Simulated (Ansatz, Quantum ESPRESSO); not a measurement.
# RbMgHF2 (P4/mmm): third-order response, part 2 of 3

Wanted: vibrational spectra of RbMgHF2 (P4/mmm) from linear and non-linear response.

Quantum ESPRESSO 8.0 development, patched; DFT LDA, scalar-relativistic, plane waves, PseudoDojo norm-conserving pseudopotentials.

So far. Step 2 (A first look): A gap of 5.3 eV opens on this mesh, so the crystal is taken as an insulator; the start stands at -1.4 GPa. Step 4 (Self-consistent run for the response): The cell stands at -0.012 GPa, close enough for phonons. The relaxed cell has a = 4.001, c = 3.974 Å (conventional setting).

The structure was built from a prototype and need not be the compound's stable phase.

## 5. Linear response at Γ

At q = 0 one unit cell holds all displacements; symmetry groups them into irreducible representations that are solved one by one. The response to a field gives ε∞ and the Born charges, which polar modes need. Third-order response adds the Raman tensors.

Contents of ph.in:

```
phonons
 &inputph
    prefix='x',
    outdir='./tmp',
    fildyn='g.dyn',
    tr2_ph=1.0d-18,
    epsil=.true.,
    lraman=.true.,
    elop=.true.,
 /
0.000000000000 0.000000000000 0.000000000000
```

Command:

```bash
$ OMP_NUM_THREADS=1 mpirun -n 4 ph.x -nk 4 -in ph.in > ph.out
```

Output:

```text
[banners, grids, parts of the stress and lines that vanish by symmetry left out]
[banner, memory and clock lines left out]
Program PHONON v.8.0dev

[...]
(   1q-points):
[...]
Exchange-correlation= PW
                           (   1   4   0   0   0   0   0)
[...]
kinetic-energy cut-off    =      84.0000  Ry
     charge density cut-off    =     336.0000  Ry
     convergence threshold     =      1.0E-18
[...]
Exchange-correlation= PW
                           (   1   4   0   0   0   0   0)
[...]
q = (   0.0000000   0.0000000   0.0000000 )
     17 Sym.Ops. (with q -> -q+G )
     G cutoff =  486.6123  (  44583 G-vectors)     FFT grid: ( 45, 45, 45)
     number of k points=    40
[...]
Mode symmetry, D_4h(4/mmm) point group:
[...]
Dielectric constant
[...]
End of electric fields calculation
          Dielectric constant in cartesian axis
          (       2.641845775       0.000000000       0.000000000 )
          (       0.000000000       2.641845775       0.000000000 )
          (       0.000000000       0.000000000       2.691543593 )
          Effective charges (d Force / dE) in cartesian axis without acoustic sum rule applied (asr)
           atom    1  Rb    Mean Z*:        1.20245
      Ex  (        1.18056        0.00000        0.00000 )
      Ey  (        0.00000        1.18056        0.00000 )
      Ez  (        0.00000        0.00000        1.24621 )
           atom    2  Mg    Mean Z*:        2.02213
      Ex  (        1.95906        0.00000        0.00000 )
      Ey  (        0.00000        1.95906        0.00000 )
      Ez  (        0.00000        0.00000        2.14826 )
           atom    3  F     Mean Z*:       -1.22991
      Ex  (       -1.00909        0.00000        0.00000 )
      Ey  (        0.00000       -1.44938        0.00000 )
      Ez  (        0.00000        0.00000       -1.23125 )
           atom    4  F     Mean Z*:       -1.22991
      Ex  (       -1.44938        0.00000        0.00000 )
      Ey  (        0.00000       -1.00909        0.00000 )
      Ez  (        0.00000        0.00000       -1.23125 )
           atom    5  H     Mean Z*:       -0.76466
      Ex  (       -0.68104        0.00000        0.00000 )
      Ey  (        0.00000       -0.68104        0.00000 )
      Ez  (        0.00000        0.00000       -0.93191 )
          Effective charges Sum: Mean:        0.00010
[...]
Effective charges (d Force / dE) in cartesian axis with asr applied:
           atom    1  Rb    Mean Z*:        1.20243
[...]
atom    2  Mg    Mean Z*:        2.02211
[...]
atom    3  F     Mean Z*:       -1.22993
[...]
atom    4  F     Mean Z*:       -1.22993
[...]
atom    5  H     Mean Z*:       -0.76468
[...]
Dielectric constant from finite-differences
          (       2.641846209       0.000000000       0.000000000 )
          (       0.000000000       2.641846209       0.000000000 )
          (       0.000000000       0.000000000       2.691517797 )
[...]
(       0.000000000       0.000000000       0.000000000 )
          (       0.000000000       0.000000000       0.000000000 )
          (       0.000000000      -0.000000000       0.000000000 )
          (       0.000000000       0.000000000       0.000000000 )
          (       0.000000000       0.000000000       0.000000000 )
          (       0.000000000       0.000000000       0.000000000 )
          (       0.000000000       0.000000000       0.000000000 )
          (      -0.000000000       0.000000000       0.000000000 )
[...]
(       0.000000000       0.000000000       0.000000000 )
          (      -0.000000000       0.000000000       0.000000000 )
          (       0.000000000       0.000000000       0.000000000 )
          (       0.000000000       0.000000000       0.000000000 )
          (       0.000000000       0.000000000       0.000000000 )
[...]
Representation #   1 mode #   1
[...]
End of self-consistent calculation
     Convergence has been achieved
     Representation #   2 mode #   2
[...]
End of self-consistent calculation
     Convergence has been achieved
     Representation #   3 mode #   3
[...]
End of self-consistent calculation
     Convergence has been achieved
     Representation #   4 mode #   4
[...]
End of self-consistent calculation
     Convergence has been achieved
     Representation #   5 mode #   5
[...]
Convergence has been achieved
     Representation #   6 modes #   6   7
[...]
Convergence has been achieved
     Representation #   7 modes #   8   9
[...]
Convergence has been achieved
     Representation #   8 modes #  10  11
[...]
Convergence has been achieved
     Representation #   9 modes #  12  13
[...]
End of self-consistent calculation
     Convergence has been achieved
     Representation #  10 modes #  14  15
[...]
End of self-consistent calculation
     Convergence has been achieved
[...]
Dielectric constant in cartesian axis
          (       2.641845775       0.000000000       0.000000000 )
          (       0.000000000       2.641845775       0.000000000 )
          (       0.000000000       0.000000000       2.691543593 )
          Effective charges (d Force / dE) in cartesian axis without acoustic sum rule applied (asr)
           atom    1  Rb    Mean Z*:        1.20245
      Ex  (        1.18056        0.00000        0.00000 )
      Ey  (        0.00000        1.18056        0.00000 )
      Ez  (        0.00000        0.00000        1.24621 )
           atom    2  Mg    Mean Z*:        2.02213
      Ex  (        1.95906        0.00000        0.00000 )
      Ey  (        0.00000        1.95906        0.00000 )
      Ez  (        0.00000        0.00000        2.14826 )
           atom    3  F     Mean Z*:       -1.22991
      Ex  (       -1.00909        0.00000        0.00000 )
      Ey  (        0.00000       -1.44938        0.00000 )
      Ez  (        0.00000        0.00000       -1.23125 )
           atom    4  F     Mean Z*:       -1.22991
      Ex  (       -1.44938        0.00000        0.00000 )
      Ey  (        0.00000       -1.00909        0.00000 )
      Ez  (        0.00000        0.00000       -1.23125 )
           atom    5  H     Mean Z*:       -0.76466
      Ex  (       -0.68104        0.00000        0.00000 )
      Ey  (        0.00000       -0.68104        0.00000 )
      Ez  (        0.00000        0.00000       -0.93191 )
          Effective charges Sum: Mean:        0.00010
[...]
Effective charges (d Force / dE) in cartesian axis with asr applied:
           atom    1  Rb    Mean Z*:        1.20243
[...]
atom    2  Mg    Mean Z*:        2.02211
[...]
atom    3  F     Mean Z*:       -1.22993
[...]
atom    4  F     Mean Z*:       -1.22993
[...]
atom    5  H     Mean Z*:       -0.76468
[...]
q = (    0.000000000   0.000000000   0.000000000 )
[...]
freq (    1) =      -0.253619 [THz] =      -8.459817 [cm-1]
     freq (    2) =      -0.253619 [THz] =      -8.459817 [cm-1]
     freq (    3) =      -0.243254 [THz] =      -8.114071 [cm-1]
     freq (    4) =       4.682204 [THz] =     156.181503 [cm-1]
     freq (    5) =       4.682204 [THz] =     156.181503 [cm-1]
     freq (    6) =       4.875907 [THz] =     162.642749 [cm-1]
     freq (    7) =       6.100992 [THz] =     203.507201 [cm-1]
     freq (    8) =       7.337472 [THz] =     244.751717 [cm-1]
     freq (    9) =       7.352632 [THz] =     245.257403 [cm-1]
     freq (   10) =       7.352632 [THz] =     245.257403 [cm-1]
     freq (   11) =      12.550605 [THz] =     418.643134 [cm-1]
     freq (   12) =      12.550605 [THz] =     418.643134 [cm-1]
     freq (   13) =      23.440373 [THz] =     781.886681 [cm-1]
     freq (   14) =      23.440373 [THz] =     781.886681 [cm-1]
     freq (   15) =      35.501292 [THz] =    1184.195639 [cm-1]
[...]
Mode symmetry, D_4h(4/mmm) point group:
     freq (   1-   2) =         -8.5  [cm-1]   --> E_u  X_5' M_5'  I
     freq (   3-   3) =         -8.1  [cm-1]   --> A_2u X_4' M_4'  I
     freq (   4-   5) =        156.2  [cm-1]   --> E_u  X_5' M_5'  I
     freq (   6-   6) =        162.6  [cm-1]   --> A_2u X_4' M_4'  I
     freq (   7-   7) =        203.5  [cm-1]   --> B_2u X_3' M_3'
     freq (   8-   8) =        244.8  [cm-1]   --> A_2u X_4' M_4'  I
     freq (   9-  10) =        245.3  [cm-1]   --> E_u  X_5' M_5'  I
     freq (  11-  12) =        418.6  [cm-1]   --> E_u  X_5' M_5'  I
     freq (  13-  14) =        781.9  [cm-1]   --> E_u  X_5' M_5'  I
     freq (  15-  15) =       1184.2  [cm-1]   --> A_2u X_4' M_4'  I
```

It took 27 min on 4 MPI ranks of Arm Neoverse V2, shared host.

Numbers from this step:

```
miss of the charge sum rule                                       : 1.10e-4 e
largest acoustic frequency at the zone centre before the sum rule : -8.46 cm⁻¹
highest optical zone-centre mode (no LO-TO term)                  : 1184 cm⁻¹
lowest optical zone-centre mode                                   : 156.2 cm⁻¹
mean high-frequency dielectric constant                           : 2.658
largest Born charge in size (third of the trace)                  : 2.022 e
```

Born charge (rows field, columns displacement), before the sum rule (e), principal values of the symmetric part by kind of site:

| atom | atoms with these values | low | middle | high | mean |
| --- | --- | --- | --- | --- | --- |
| Rb1 | 1 | 1.18 | 1.18 | 1.25 | 1.20 |
| Mg2 | 1 | 1.96 | 1.96 | 2.15 | 2.02 |
| F3 | 2 | -1.45 | -1.23 | -1.01 | -1.23 |
| H5 | 1 | -0.93 | -0.68 | -0.68 | -0.76 |

In full for Mg2:

```
1.96 0.00 0.00
0.00 1.96 0.00
0.00 0.00 2.15
```

High-frequency dielectric tensor:

```
2.64 0.00 0.00
0.00 2.64 0.00
0.00 0.00 2.69
```

The acoustic modes at Γ come out as far as 8.5 cm⁻¹ from zero, where they should vanish, a small numerical error; the Born charges miss their sum rule by 1.1e-4 e, which is good.

## 6. Modes with the sum rule

A rigid shift of the crystal must cost nothing, but grids and finite bases break this; the acoustic sum rule is imposed before the matrix is diagonalised again. With Born charges the intensities follow, and the static dielectric tensor.

Contents of dynmat.in:

```
 &input
    fildyn='g.dyn',
    asr='crystal',
    fileig='dynmat.eig',
    lperm=.true.,
 /
```

Command:

```bash
$ dynmat.x -in dynmat.in > dynmat.out
```

Output:

```text
[banner, memory and clock lines left out]
Program DYNMAT v.8.0dev

     Reading Dynamical Matrix from file g.dyn
     ...Force constants read
     ...epsilon and Z* read
     ...Raman cross sections read
     Acoustic Sum Rule: || Z*(ASR) - Z*(orig)|| =    7.804329E-05
     Acoustic Sum Rule: ||dyn(ASR) - dyn(orig)||=    8.455384E-04
     A direction for q was not specified:TO-LO splitting will be absent

     Polarizability (A^3 units)
     multiply by 0.643996 for Clausius-Mossotti correction (not under assume_isolated = 'mt')
         8.313265    0.000000    0.000000
         0.000000    8.313265    0.000000
         0.000000    0.000000    8.564903

     IR activities are in (D/A)^2/amu units

# mode   [cm-1]    [THz]      IR
    1     -0.00   -0.0000    0.0000
    2     -0.00   -0.0000    0.0000
    3      0.00    0.0000    0.0000
    4    156.40    4.6888    0.8446
    5    156.40    4.6888    0.8446
    6    162.87    4.8827    1.0021
    7    203.51    6.1010    0.0000
    8    244.72    7.3364    7.5573
    9    245.32    7.3545    1.0216
   10    245.32    7.3545    1.0216
   11    418.55   12.5478    7.0234
   12    418.55   12.5478    7.0234
   13    781.62   23.4325    9.5337
   14    781.62   23.4325    9.5337
   15   1184.02   35.4962   19.8001

Electronic dielectric permittivity tensor (relative, adimensional)
         2.641846    0.000000    0.000000
         0.000000    2.641846    0.000000
         0.000000    0.000000    2.691544

 ... with zone-center polar mode contributions
         6.235132    0.000000    0.000000
         0.000000    6.235132    0.000000
         0.000000    0.000000    8.661275

[end of the log left out, with the tail of the file of modes that dynmat.x writes under the same name]
```

It took 0.49 s on 1 thread.

Numbers from this step:

```yaml
lowest_optical_zone_centre_mode: 156.4 cm⁻¹
mean_static_dielectric_constant: 7.044
```

Unit eigenvectors of the mass-weighted matrix after the sum rule; no LO-TO term. Modes at Γ, with each element's share of the kinetic energy:

| mode | frequency (cm⁻¹) | Rb % | Mg % | F % | H % |
| --- | --- | --- | --- | --- | --- |
| 1 | 0.0 | 57 | 16 | 26 | 1 |
| 2 | 0.0 | 57 | 16 | 26 | 1 |
| 3 | 0.0 | 57 | 16 | 26 | 1 |
| 4 | 156.4 | 42 | 19 | 39 | 0 |
| 5 | 156.4 | 42 | 19 | 39 | 0 |
| 6 | 162.9 | 43 | 21 | 36 | 1 |
| 7 | 203.5 | 0 | 0 | 100 | 0 |
| 8 | 244.7 | 0 | 62 | 38 | 0 |
| 9 | 245.3 | 0 | 24 | 75 | 1 |
| 10 | 245.3 | 0 | 24 | 75 | 1 |
| 11 | 418.6 | 0 | 41 | 58 | 1 |
| 12 | 418.6 | 0 | 41 | 58 | 1 |
| 13 | 781.6 | 0 | 0 | 3 | 97 |
| 14 | 781.6 | 0 | 0 | 3 | 97 |
| 15 | 1184.0 | 0 | 1 | 1 | 99 |

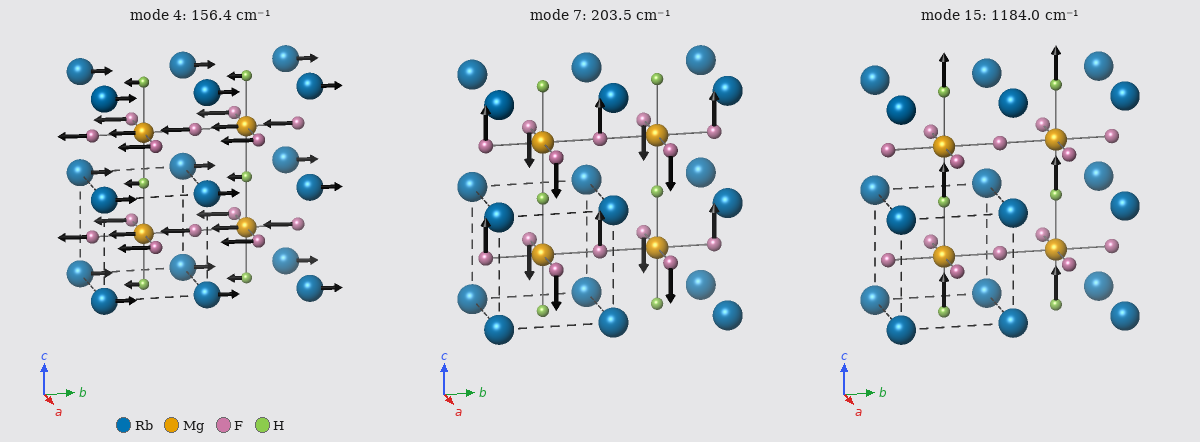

Displacement patterns of modes 4, 7 and 15 at Γ; arrows are exaggerated. 1×2×2 cells are drawn. Some periodic images of atoms are drawn too.

Degenerate modes summed, no LO-TO term. Infrared lines, with heights relative to the strongest:

| position (cm⁻¹) | lines merged | IR intensity, relative |
| --- | --- | --- |
| 156 | 2 | 8.5 |
| 163 | 1 | 5.1 |
| 204 | 1 | 0.0 |
| 245 | 3 | 48 |
| 419 | 2 | 71 |
| 782 | 2 | 96 |
| 1184 | 1 | 100 |

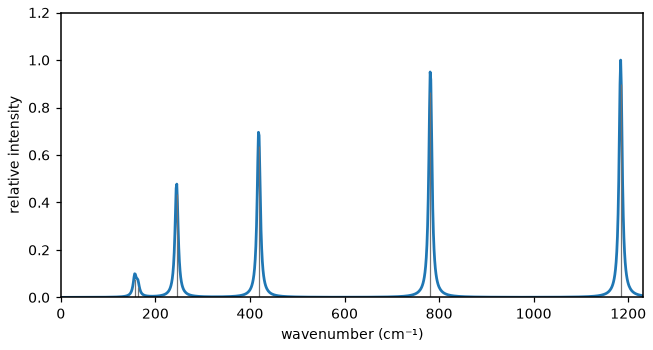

The infrared spectrum, broadened with Lorentzians of width 8 cm⁻¹; bars mark the lines.

Static dielectric tensor (ions relaxed, fixed cell):

```
6.24 0.00 0.00
0.00 6.24 0.00
0.00 0.00 8.66
```

The rule moves no optical mode by more than 0.3 cm⁻¹.

## 7. Sum rules set otherwise (asr no)

Without the rule the raw error of the acoustic modes shows.

Contents of dynmat.in:

```
 &input
    fildyn='g.dyn',
    asr='no',
    fileig='dynmat.eig',
    lperm=.true.,
 /
```

Command:

```bash
$ dynmat.x -in dynmat.in > dynmat.out
```

Output:

```text
[banner, memory and clock lines left out]
Program DYNMAT v.8.0dev

     Reading Dynamical Matrix from file g.dyn
     ...Force constants read
     ...epsilon and Z* read
     ...Raman cross sections read
     A direction for q was not specified:TO-LO splitting will be absent

     Polarizability (A^3 units)
     multiply by 0.643996 for Clausius-Mossotti correction (not under assume_isolated = 'mt')
         8.313265    0.000000    0.000000
         0.000000    8.313265    0.000000
         0.000000    0.000000    8.564903

     IR activities are in (D/A)^2/amu units

# mode   [cm-1]    [THz]      IR
    1     -8.46   -0.2536    0.0000
    2     -8.46   -0.2536    0.0000
    3     -8.11   -0.2433    0.0000
    4    156.18    4.6822    0.8395
    5    156.18    4.6822    0.8395
    6    162.64    4.8759    0.9863
    7    203.51    6.1010    0.0000
    8    244.75    7.3375    7.5675
    9    245.26    7.3526    1.0229
   10    245.26    7.3526    1.0229
   11    418.64   12.5506    7.0135
   12    418.64   12.5506    7.0135
   13    781.89   23.4404    9.5467
   14    781.89   23.4404    9.5467
   15   1184.20   35.5013   19.8051

Electronic dielectric permittivity tensor (relative, adimensional)
         2.641846    0.000000    0.000000
         0.000000    2.641846    0.000000
         0.000000    0.000000    2.691544

 ... with zone-center polar mode contributions
         6.230279   -0.000000   -0.000000
        -0.000000    6.230279    0.000000
        -0.000000    0.000000    8.649255

[end of the log left out, with the tail of the file of modes that dynmat.x writes under the same name]
```

Wall time 0.47 s (1 thread).

Read from the output:

| Quantity | Value |
| --- | --- |
| lowest optical zone-centre mode | 156.2 cm⁻¹ |
| mean static dielectric constant | 7.037 |

Zone-centre frequencies as printed; negative means imaginary. Modes:

| mode | frequency (cm⁻¹) |
| --- | --- |
| 1 | -8.46 |
| 2 | -8.46 |
| 3 | -8.11 |
| 4 | 156.2 |
| 5 | 156.2 |
| 6 | 162.6 |
| 7 | 203.5 |
| 8 | 244.8 |
| 9 | 245.3 |
| 10 | 245.3 |
| 11 | 418.6 |
| 12 | 418.6 |
| 13 | 781.9 |
| 14 | 781.9 |
| 15 | 1184 |

Against the first rule no mode moves by more than 8.5 cm⁻¹.

## 8. Sum rules set otherwise: a sum rule for molecules or wires on a crystal

This rule also removes rotations, which suits molecules and not a crystal; it is tried to see the harm.

Contents of dynmat.in:

```
 &input
    fildyn='g.dyn',
    asr='zero-dim',
    fileig='dynmat.eig',
    lperm=.true.,
 /
```

Command:

```bash
$ dynmat.x -in dynmat.in > dynmat.out
```

Output:

```text
[banner, memory and clock lines left out]
Program DYNMAT v.8.0dev

     Reading Dynamical Matrix from file g.dyn
     ...Force constants read
     ...epsilon and Z* read
     ...Raman cross sections read
     Warning: this looks like a crystal, not a molecule in a box: use asr = 'crystal'
     Acoustic Sum Rule: || Z*(ASR) - Z*(orig)|| =    9.930135E-02
     Acoustic Sum Rule: ||dyn(ASR) - dyn(orig)||=    1.432171E-01
     Message from routine dynmat:
     WARNING: the charges keep any dipole. Ignore the strengths of the modes set to zero; with q typed a rigid rotation may get a frequency
     A direction for q was not specified:TO-LO splitting will be absent

     Polarizability (A^3 units)
     multiply by 0.643996 for Clausius-Mossotti correction (not under assume_isolated = 'mt')
         8.313265    0.000000    0.000000
         0.000000    8.313265    0.000000
         0.000000    0.000000    8.564903

     IR activities are in (D/A)^2/amu units

# mode   [cm-1]    [THz]      IR
    1     -0.00   -0.0000    0.0553
    2     -0.00   -0.0000    0.0405
    3     -0.00   -0.0000    0.0756
    4     -0.00   -0.0000    0.0023
    5      0.00    0.0000    0.0096
    6      0.00    0.0000    0.0105
    7    159.52    4.7823    0.8726
    8    195.24    5.8531    1.0841
    9    229.44    6.8784    7.6426
   10    249.45    7.4783    1.1814
   11    415.69   12.4622    7.7409
   12    418.25   12.5387    7.1819
   13    723.75   21.6974    8.7421
   14    741.98   22.2441    9.9584
   15   1134.13   34.0002   20.9093

Electronic dielectric permittivity tensor (relative, adimensional)
         2.641846    0.000000    0.000000
         0.000000    2.641846    0.000000
         0.000000    0.000000    2.691544

 ... with zone-center polar mode contributions
         5.777904    0.121722    0.091589
         0.121722    5.777904    0.091589
         0.091589    0.091589    8.613531

[end of the log left out, with the tail of the file of modes that dynmat.x writes under the same name]
```

Elapsed: 0.47 s, on 1 thread.

The run ended normally, but on settings that are not sound.

The fault: a sum rule for molecules or wires on a crystal; 3 optical modes are projected out to zero frequency, as if they were rotations, and the static dielectric tensor is spoilt.

For a crystal the rule has to be 'simple' or 'crystal'.

Zone-centre frequencies as printed; negative means imaginary. Modes:

| mode | frequency (cm⁻¹) |
| --- | --- |
| 1 | 0 |
| 2 | 0 |
| 3 | 0 |
| 4 | 0 |
| 5 | 0 |
| 6 | 0 |
| 7 | 159.5 |
| 8 | 195.2 |
| 9 | 229.4 |
| 10 | 249.4 |
| 11 | 415.7 |
| 12 | 418.2 |
| 13 | 723.8 |
| 14 | 742 |
| 15 | 1134 |

## 9. The LO-TO splitting (1 0 0)

A longitudinal polar mode sets up a macroscopic field that stiffens it; the term hangs on the direction from which q goes to zero.

Contents of dynmat.in:

```
 &input
    fildyn='g.dyn',
    asr='crystal',
    fileig='dynmat.eig',
    q(1)=1.0,
    q(2)=0.0,
    q(3)=0.0,
 /
```

Command:

```bash
$ dynmat.x -in dynmat.in > dynmat.out
```

Output:

```text
[banner, memory and clock lines left out]
Program DYNMAT v.8.0dev

     Reading Dynamical Matrix from file g.dyn
     ...Force constants read
     ...epsilon and Z* read
     ...Raman cross sections read
     Acoustic Sum Rule: || Z*(ASR) - Z*(orig)|| =    7.804329E-05
     Acoustic Sum Rule: ||dyn(ASR) - dyn(orig)||=    8.455384E-04

     Polarizability (A^3 units)
     multiply by 0.643996 for Clausius-Mossotti correction (not under assume_isolated = 'mt')
         8.313265    0.000000    0.000000
         0.000000    8.313265    0.000000
         0.000000    0.000000    8.564903

     IR activities are in (D/A)^2/amu units

# mode   [cm-1]    [THz]      IR
    1     -0.00   -0.0000    0.0000
    2      0.00    0.0000    0.0000
    3      0.00    0.0000    0.0000
    4    156.40    4.6888    0.8446
    5    162.87    4.8827    1.0021
    6    171.03    5.1273    0.1624
    7    203.51    6.1010    0.0000
    8    244.72    7.3364    7.5573
    9    245.32    7.3545    1.0216
   10    259.59    7.7822    0.2988
   11    418.55   12.5478    7.0234
   12    498.41   14.9419    4.3498
   13    781.62   23.4325    9.5337
   14    871.48   26.1262   13.6123
   15   1184.02   35.4962   19.8001

 )
[end of the log left out, with the tail of the file of modes that dynmat.x writes under the same name]
```

Run time: 0.47 s. Hardware: 1 thread.

Numbers from this step:

```
highest mode moved by the LO-TO term : 871.5 cm⁻¹
```

Zone-centre frequencies as printed; negative means imaginary. Modes:

| mode | frequency (cm⁻¹) |
| --- | --- |
| 1 | 0 |
| 2 | 0 |
| 3 | 0 |
| 4 | 156.4 |
| 5 | 162.9 |
| 6 | 171 |
| 7 | 203.5 |
| 8 | 244.7 |
| 9 | 245.3 |
| 10 | 259.6 |
| 11 | 418.6 |
| 12 | 498.4 |
| 13 | 781.6 |
| 14 | 871.5 |
| 15 | 1184 |

The field moves 4 modes; the highest of them now lies at 872 cm⁻¹, where the highest that moved away lay at 782.

[end of part 2 of 3]

[Host names and launcher messages were left out of these logs when they were recorded.]

[Logs are printed without paths, hosts, clocks, repeated set-up lines and the standing remarks that a program may print on its own settings, such as how far it seeks lower states.]

[Hosts, paths, dates, database ids (printed as entryN), source tags and the programs' standing remarks are cut or masked in the printed files.]
